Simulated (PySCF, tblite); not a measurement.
# C2H5Cl2NSi2: geometry, infrared bands and NMR shifts

What infrared bands and NMR shifts should C2H5Cl2NSi2 (`N#C[SiH2][SiH2]C(Cl)Cl`) show?

The runs use tblite 0.8.0 and PySCF 2.14.0, with density-fitted response routines of our own; the level of theory stands in each step. All values are computed, except where a source is named. Atoms are numbered from 0 throughout.

### Step 1. The starting structure

12 atoms, charge 0, multiplicity 1; geometry from: force field or distance geometry start.

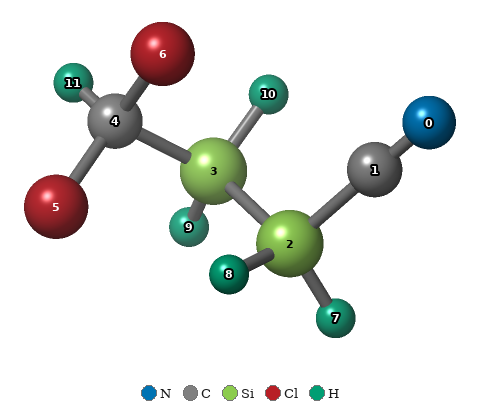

As it starts; nitrogen blue, carbon grey, silicon green, chlorine red, hydrogen teal, atoms numbered.

### Step 2. Optimising the geometry with GFN2-xTB

What the job is given:

```
{"job": {"kind": "relax", "xc": "GFN2-xTB", "basis": "xTB"}, "charge": 0, "multiplicity": 1}
N      2.836200     2.014500     0.547900
C      2.247800     1.001800     0.413100
Si     1.340200    -0.583100     0.217300
Si    -0.509900    -0.239200    -1.030400
C     -1.885800     0.117500     0.207400
Cl    -1.983600    -1.231200     1.350300
Cl    -1.286800     1.523200     1.141000
H      2.227300    -1.494300    -0.453500
H      0.968600    -1.136700     1.528400
H     -0.815100    -1.338200    -1.918000
H     -0.299500     1.042200    -1.735800
H     -2.838200     0.322700    -0.293800
```

Run with:

```console
$ OMP_NUM_THREADS=1 python probes_run.py task.json out
```

This one command runs all jobs of the session in turn.

What it wrote:

```text
step      E/eV     max force
  0    -604.88898    4.269
  1    -604.50388   14.003
  2    -605.01640    0.835
  3    -605.04594    0.536
  4    -605.13826    1.259
  5    -605.16222    0.899
  6    -605.17711    0.274
  7    -605.18370    0.312
  8    -605.19572    0.588
  9    -605.20706    0.609
 10    -605.21721    0.324
 11    -605.22174    0.152
 12    -605.22335    0.167
 13    -605.22494    0.168
 14    -605.22713    0.169
 15    -605.22914    0.159
 16    -605.23058    0.110
 17    -605.23147    0.080
 18    -605.23201    0.076
 19    -605.23255    0.094
 20    -605.23324    0.097
 21    -605.23402    0.101
 22    -605.23475    0.096
 23    -605.23527    0.062
 24    -605.23569    0.063
 25    -605.23619    0.068
 26    -605.23689    0.103
 27    -605.23776    0.111
 28    -605.23853    0.077
 29    -605.23899    0.058
 30    -605.23923    0.037
 31    -605.23940    0.033
 32    -605.23955    0.038
 33    -605.23971    0.036
 34    -605.23989    0.039
 35    -605.24009    0.052
 36    -605.24034    0.050
 37    -605.24062    0.047
 38    -605.24084    0.040
 39    -605.24097    0.029
 40    -605.24104    0.021
 41    -605.24110    0.023
 42    -605.24117    0.027
 43    -605.24124    0.023
 44    -605.24128    0.016
 45    -605.24130    0.014
 46    -605.24132    0.016
 47    -605.24135    0.021
 48    -605.24140    0.026
 49    -605.24145    0.021
 50    -605.24148    0.012
 51    -605.24149    0.009
```

Wall time 0.73 s (1 thread of Arm Neoverse N1, shared host); peak memory 0.18 GiB.

The steps of the relaxation: (not every step is listed) (the energy doesn't fall at every step)

| step | energy from step 0 (eV) | largest force (eV/Å) |
| --- | --- | --- |
| 0 | 0.0000 | 4.2689 |
| 1 | 0.3851 | 14.0029 |
| 2 | -0.1274 | 0.8346 |
| 3 | -0.1570 | 0.5360 |
| 4 | -0.2493 | 1.2592 |
| 5 | -0.2732 | 0.8988 |
| 6 | -0.2881 | 0.2739 |
| 7 | -0.2947 | 0.3118 |
| 8 | -0.3067 | 0.5881 |
| 11 | -0.3328 | 0.1517 |
| 14 | -0.3382 | 0.1689 |
| 17 | -0.3425 | 0.0805 |
| 20 | -0.3443 | 0.0966 |
| 23 | -0.3463 | 0.0620 |
| 26 | -0.3479 | 0.1031 |
| 29 | -0.3500 | 0.0583 |
| 32 | -0.3506 | 0.0375 |
| 35 | -0.3511 | 0.0521 |
| 38 | -0.3519 | 0.0402 |
| 41 | -0.3521 | 0.0233 |
| 44 | -0.3523 | 0.0161 |
| 46 | -0.3523 | 0.0158 |
| 47 | -0.3524 | 0.0206 |
| 48 | -0.3524 | 0.0258 |
| 49 | -0.3525 | 0.0210 |
| 50 | -0.3525 | 0.0124 |
| 51 | -0.3525 | 0.0091 |

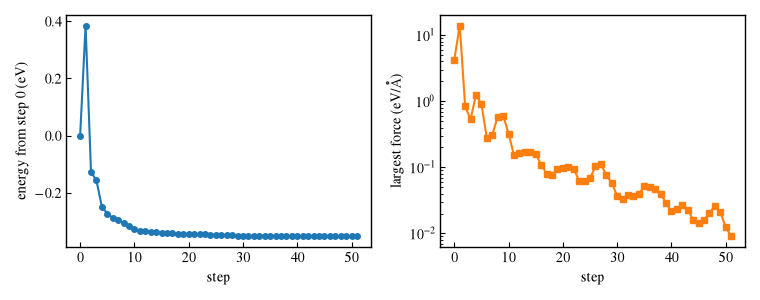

Energy and force, step by step.

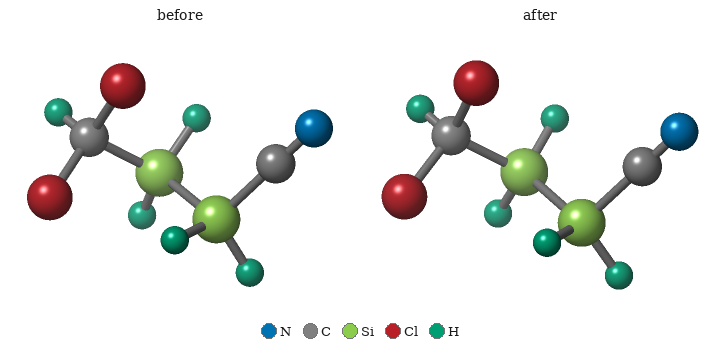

The geometry before (left) and after (right).

Close pairs (by a distance rule), those that changed most:

| bond | before (Å) | after (Å) | change (Å) |
| --- | --- | --- | --- |
| Si2–Si3 | 2.258 | 2.322 | +0.064 |
| Si3–C4 | 1.885 | 1.930 | +0.045 |
| N0–C1 | 1.179 | 1.146 | -0.033 |
| C1–Si2 | 1.837 | 1.870 | +0.033 |
| Si2–H7 | 1.438 | 1.468 | +0.030 |
| Si3–H9 | 1.445 | 1.467 | +0.022 |
| Si3–H10 | 1.478 | 1.466 | -0.011 |
| C4–Cl6 | 1.791 | 1.783 | -0.008 |

The end geometry stands in the next job.

### Step 3. Infrared spectrum with GFN2-xTB

What the job is given:

```
{"job": {"kind": "ir", "xc": "GFN2-xTB", "basis": "xTB"}, "charge": 0, "multiplicity": 1}
N      2.921186     1.978207     0.559211
C      2.359072     0.986584     0.444825
Si     1.426488    -0.620915     0.239602
Si    -0.466929    -0.200581    -1.036335
C     -1.917152     0.150795     0.188100
Cl    -2.197791    -1.287794     1.195390
Cl    -1.475217     1.531862     1.224888
H      2.386524    -1.494700    -0.445910
H      1.210979    -1.096741     1.608253
H     -0.943638    -1.333740    -1.837161
H     -0.431041     0.987941    -1.894357
H     -2.871283     0.398397    -0.272533
```

What it wrote:

```text
mode    cm-1     km/mol
  1      -3.8      2.72
  2      31.6      0.99
  3      77.6      0.68
  4      86.8      8.86
  5     140.3      0.75
  6     218.0     14.91
  7     257.0      6.17
  8     294.6      2.56
  9     309.5      3.25
 10     394.0     34.60
 11     415.0     44.05
 12     445.2      2.30
 13     550.0      1.38
 14     562.1     44.76
 15     574.3     17.36
 16     618.3     61.91
 17     661.2    532.73
 18     680.4     37.71
 19     712.0     90.04
 20     761.3    253.40
 21     770.9     89.09
 22     782.9     17.46
 23    1111.6     11.43
 24    1164.3     49.37
 25    2219.2    181.96
 26    2225.9    462.84
 27    2231.9     52.51
 28    2252.5    261.41
 29    2345.4     40.62
 30    2958.5      0.92
```

It took 0.91 s on 1 thread of Arm Neoverse N1, shared host; peak memory 0.18 GiB.

Which atoms move in the most intense modes:

| cm⁻¹ | km/mol | atoms |
| --- | --- | --- |
| 618 | 61.9 | N0 24 %, Si2 23 %, H7 19 %, C1 16 % |
| 661 | 532.7 | H7 23 %, Si2 20 %, H8 13 %, H9 11 % |
| 712 | 90.0 | H10 25 %, H9 18 %, H8 15 %, Si3 13 % |
| 761 | 253.4 | H10 24 %, H9 23 %, C4 13 %, H8 13 % |
| 771 | 89.1 | H7 30 %, H8 30 %, C4 20 % |
| 2219 | 182.0 | H7 47 %, H9 40 % |
| 2226 | 462.8 | H7 48 %, H9 40 % |
| 2252 | 261.4 | H8 83 %, H10 11 % |

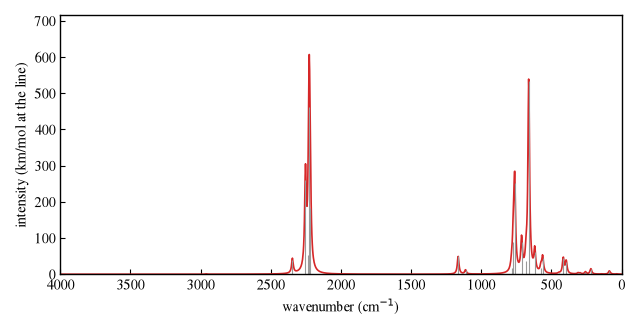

The infrared spectrum from these modes, unscaled. Lines are broadened to a width of 14 cm⁻¹ (Lorentzian).

### Step 4. NMR shieldings: PBE0/pcSseg-1

Same as in step 3 but for these lines:

```diff
@@ -1,2 +1,2 @@
-{"job": {"kind": "ir", "xc": "GFN2-xTB", "basis": "xTB"}, "charge": 0, "multiplicity": 1}
+{"job": {"kind": "nmr", "xc": "PBE0", "basis": "pcSseg-1"}, "charge": 0, "multiplicity": 1}
 N      2.921186     1.978207     0.559211
```

With the program's defaults for keys left out, this is: GIAO PBE0/pcSseg-1 NMR shielding, non-relativistic, gas phase.

What it wrote:

```text
coarse grid: 12832 points
cycle   1  E = -1632.4577418197  dE =  5.561e-01  |g| = 4.676e-01  |ddm| = 3.279e+00
cycle   2  E = -1632.3141772199  dE =  1.436e-01  |g| = 9.216e-01  |ddm| = 1.114e+00
cycle   3  E = -1632.5142343256  dE = -2.001e-01  |g| = 1.364e-01  |ddm| = 6.723e-01
cycle   4  E = -1632.5176570135  dE = -3.423e-03  |g| = 6.154e-02  |ddm| = 1.401e-01
cycle   5  E = -1632.5184376568  dE = -7.806e-04  |g| = 1.808e-02  |ddm| = 5.216e-02
cycle   6  E = -1632.5185222310  dE = -8.457e-05  |g| = 1.886e-03  |ddm| = 1.751e-02
cycle   7  E = -1632.5185230983  dE = -8.674e-07  |g| = 6.329e-04  |ddm| = 2.994e-03
final grid: 107616 points
cycle   8  E = -1632.5560639108  dE = -2.461e-05  |g| = 5.368e-03  |ddm| = 1.875e-02
cycle   9  E = -1632.5560602678  dE =  3.643e-06  |g| = 6.055e-03  |ddm| = 9.016e-03
cycle  10  E = -1632.5560686978  dE = -8.430e-06  |g| = 1.774e-03  |ddm| = 5.761e-03
cycle  11  E = -1632.5560693216  dE = -6.238e-07  |g| = 5.942e-04  |ddm| = 1.495e-03
cycle  12  E = -1632.5560693948  dE = -7.316e-08  |g| = 1.585e-04  |ddm| = 4.025e-04
cycle  13  E = -1632.5560694006  dE = -5.790e-09  |g| = 2.039e-05  |ddm| = 1.428e-04
cycle  14  E = -1632.5560694007  dE = -1.114e-10  |g| = 5.947e-06  |ddm| = 3.448e-05
converged SCF energy = -1632.5560694007

GIAO shielding tensors (ppm)
atom      isotropic    diamagn.    paramagn.     s11        s22        s33       span
  0 N     -104.062     336.649    -440.712   -306.028   -302.029    295.870    601.898
  1 C       65.709     261.753    -196.044    -47.581    -44.114    288.823    336.404
  2 Si     453.865     877.752    -423.887    442.426    456.476    462.692     20.266
  3 Si     397.782     878.688    -480.907    356.569    389.269    447.507     90.938
  4 C      114.437     252.117    -137.680     69.733    133.948    139.632     69.899
  5 Cl     710.137    1146.299    -436.162    417.999    709.571   1002.841    584.841
  6 Cl     703.020    1147.460    -444.440    414.390    699.008    995.661    581.271
  7 H       27.390      26.508       0.882     23.402     25.576     33.194      9.792
  8 H       26.990      26.825       0.164     23.602     26.296     31.072      7.470
  9 H       27.363      28.340      -0.977     23.321     25.491     33.276      9.956
 10 H       27.058      28.782      -1.724     23.651     24.925     32.597      8.947
 11 H       25.747      29.227      -3.480     20.689     25.617     30.934     10.245
```

Wall time 53 s (1 thread of Arm Neoverse N1, shared host); peak memory 0.76 GiB.

The references, computed at this level on geometries of the same kind, shield at (ppm): 1H TMS 31.72, 13C TMS 186.9, 29Si TMS 349.2, 15N NH3 267.7, 35Cl HCl 950. Their shielding less the atom's gives the shift. The references are single molecules in the gas phase, so shifts against H2O, NH3, PH3, H3PO4 or CFCl3 are not on the usual liquid scales and can be off by tens of ppm. Atoms listed in one row are averaged.

| atoms | environment | σ (ppm) | δ (ppm) | δ scaled to CDCl3 |
| --- | --- | --- | --- | --- |
| C1 | nitrile carbon | 65.7 | 121.2 | 116.4 |
| C4 | sp3 CH bonded to 2 Cl and Si | 114.4 | 72.5 | 68.8 |
| H11 | hydrogen on an sp3 CH bonded to 2 Cl and Si | 25.75 | 5.97 | 5.73 |
| H7, H8 | hydrogen on a silicon bonded to C, Si | 27.19 | 4.53 | – |
| H9, H10 | hydrogen on a silicon bonded to C, Si | 27.21 | 4.51 | – |
| N0 | nitrile nitrogen | -104.1 | 371.8 | – |
| Si3 | silicon bonded to C, Si, 2 H | 397.8 | -48.6 | – |
| Si2 | silicon bonded to C, Si, 2 H | 453.9 | -104.7 | – |
| Cl5, Cl6 | chlorine bonded to C | 707 | 243 | – |

The scaled column applies a straight-line fit of computed shieldings to shifts measured in CDCl3, with any fitted terms for Cl, Br or S neighbours (root-mean-square error 0.16 ppm for H, 1.9 ppm for C).

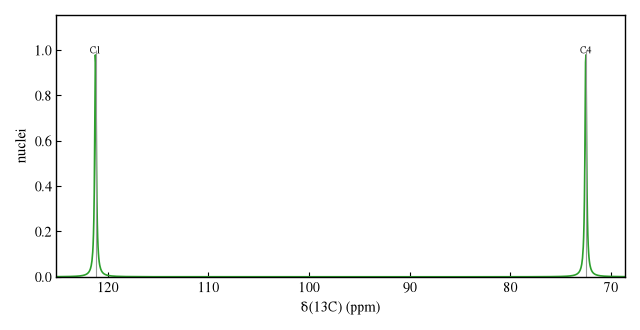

13C lines at the computed shifts, without couplings. Lines are broadened to a width of 0.19 ppm (Lorentzian).

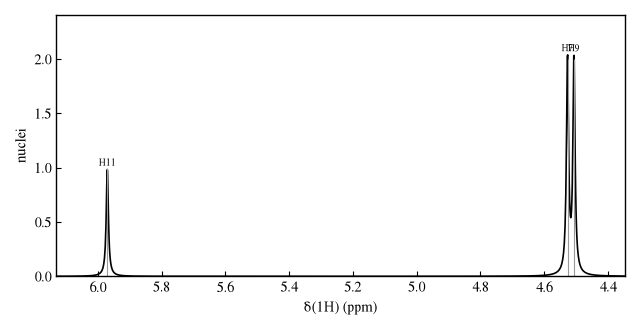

1H lines at the computed shifts, without couplings. Lines are broadened to a width of 0.01 ppm (Lorentzian).

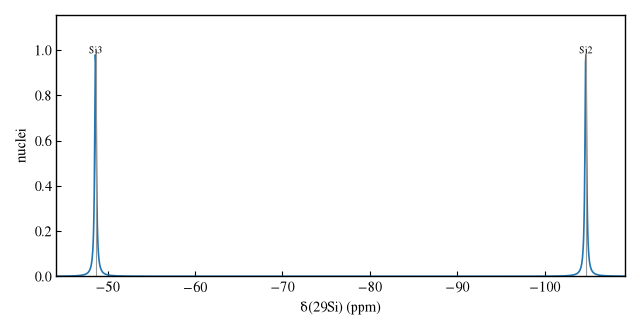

29Si lines at the computed shifts, without couplings. Lines are broadened to a width of 0.22 ppm (Lorentzian).

Charges from the same density, by scheme (e):

| atoms | Mulliken | IAO | Hirshfeld | ESP fit |
| --- | --- | --- | --- | --- |
| N0 | -0.20 | -0.19 | -0.20 | -0.39 |
| C1 | -0.19 | -0.15 | -0.04 | 0.19 |
| Si2 | 0.40 | 0.46 | 0.29 | 0.23 |
| Si3 | 0.39 | 0.48 | 0.25 | 0.34 |
| C4 | -0.46 | -0.36 | -0.05 | -0.58 |
| Cl5, Cl6 | -0.06 | -0.06 | -0.04 | -0.01 |

Hirshfeld charges:

| atom | value (e) |
| --- | --- |
| N0 | -0.20 |
| C1 | -0.04 |
| Si2 | 0.29 |
| Si3 | 0.25 |
| C4 | -0.05 |
| Cl5 | -0.04 |
| Cl6 | -0.03 |
| H7 | -0.06 |
| H8 | -0.05 |
| H9 | -0.07 |
| H10 | -0.06 |
| H11 | 0.05 |

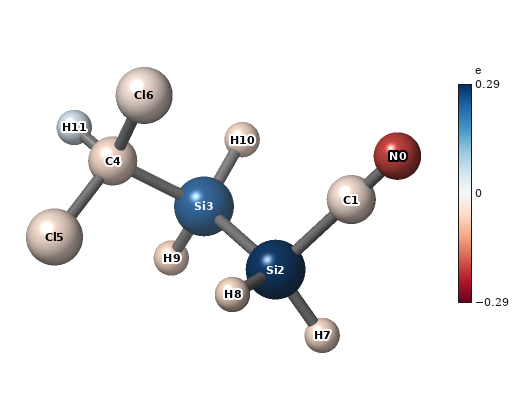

Hirshfeld charges, as colours on the atoms.

Mayer bond orders: N0–C1 2.94, C1–Si2 0.82, Si2–Si3 0.88, Si3–C4 0.77, C4–Cl5 0.98, C4–Cl6 0.99.

The fields below are evaluated on a grid from the run's orbitals.

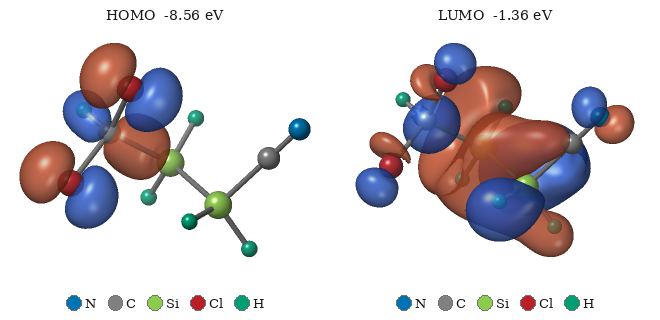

PBE0/pcSseg-1 orbitals near the gap, drawn at the value that encloses 70 % of each; the two colours are the two signs.

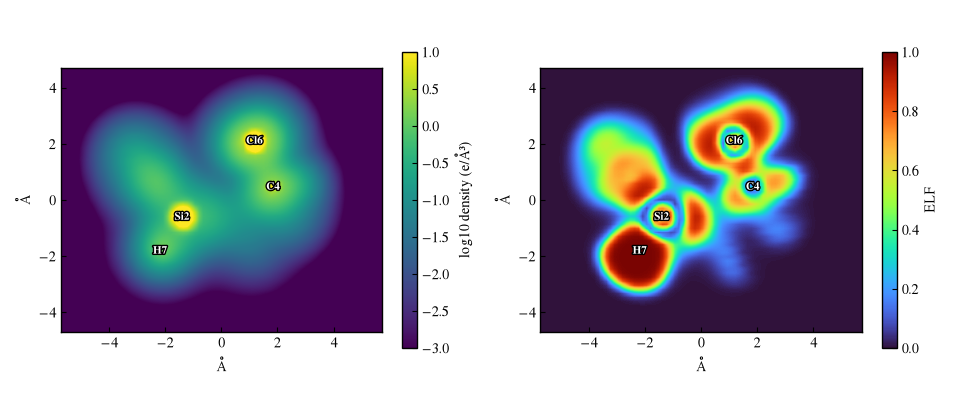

Density (left) and ELF (right) in a plane through or near 4 of the atoms.

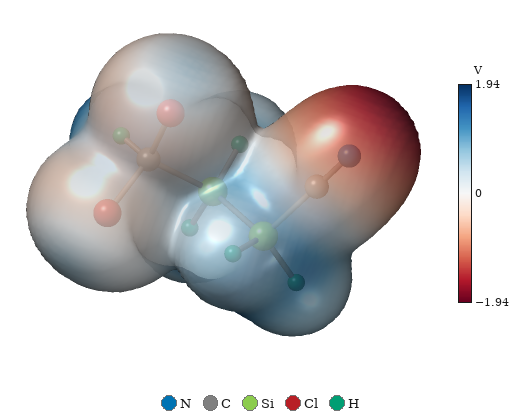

The potential that a unit positive charge feels on the 0.002 e/bohr³ surface, from -1.69 V near N0 to 1.94 V near Si2.

### Step 5. What came out

```
                                                                quantity                 value
                               strongest single infrared mode (GFN2-xTB)  661 cm⁻¹, 533 km/mol
                                            zero-point energy (GFN2-xTB)         37.0 kcal/mol
                                  13C shifts against TMS (PBE0/pcSseg-1)       121.2, 72.5 ppm
  1H shifts against TMS (PBE0/pcSseg-1, means over atoms taken as alike)  5.97, 4.53, 4.51 ppm
                                  15N shifts against NH3 (PBE0/pcSseg-1)             371.8 ppm
                                 29Si shifts against TMS (PBE0/pcSseg-1)     -48.6, -104.7 ppm
35Cl shifts against HCl (PBE0/pcSseg-1, means over atoms taken as alike)               243 ppm
                                   surface potential, least and greatest    -1.69 V and 1.94 V
```

**Reading.** Relaxing lowered the energy by 0.353 eV in 51 steps; the close pair that moved most is Si2–Si3, from 2.258 to 2.322 Å. The lowest mode is slightly imaginary (4i cm⁻¹), a soft motion within the noise of the Hessian, so the minimum is not strictly shown. The strongest single mode, at 661 cm⁻¹, is spread over many atoms; the largest shares are those of H7, Si2. Unscaled tight-binding wavenumbers are off by several per cent, some by more. Its intensities can rank the bands wrongly. C4 stands next to heavy halogen, whose spin-orbit shielding this run leaves out, so the computed shift lies too far downfield, most of all for carbon beside Br or I. C1 (nitrile carbon) lies farthest downfield among carbon, at 121.2 ppm; typical of a nitrile. The most deshielded hydrogen is H11 (hydrogen on an sp3 CH bonded to 2 Cl and Si), at 5.97 ppm: its carbon carries Cl, hence the downfield position. By nearest atom (PBE0/pcSseg-1), the HOMO sits on Cl5, Cl6 about 32 % each; C4 15 % and the LUMO on Si3 19 %; Si2 14 %.
